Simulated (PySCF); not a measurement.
Cl2 (charge +1, doublet)

```csv
atom,x (Å),y (Å),z (Å)
Cl,0.0000,0.0000,-0.9630
Cl,0.0000,0.0000,0.9630
```

All numbers below come from PBE0/jorge-DZP-DKH, spin-free X2C-1e, Gaussian nucleus, at a bond length of 1.926 Å (PySCF 2.14.0).

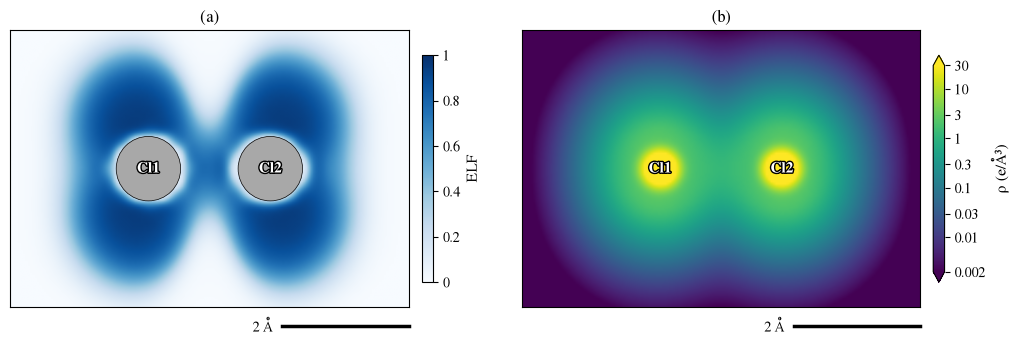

Figure 1. (a) electron localisation function; (b) electron density on a plane that holds the molecular axis. Grey discs cover the atomic cores in the ELF map.

**Interpret the plot.**

The section cuts through Cl sites.
Cl–Cl (1.93 Å): ρ is about 1.2 e/Å³ halfway; the ELF peaks at about 0.80 between the atoms, as expected for localised, covalent bonding.
The ELF also peaks beside Cl2 and Cl1, away from the bonds: non-bonding electrons, paired or unpaired.

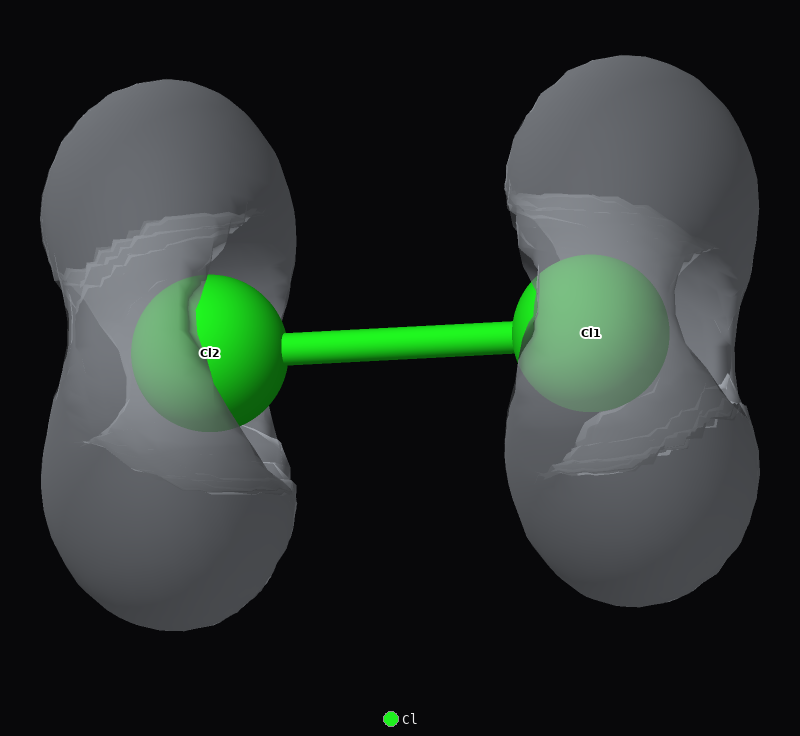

Figure 2. Isosurface of the electron localisation function at 0.85 (grey), seen from one side. Core shells and regions of very low density are left out.

**Identify the bonds, lone pairs and shells in this picture.**

The ELF exceeds this value in two rings or bowls of non-bonding electrons around Cl.
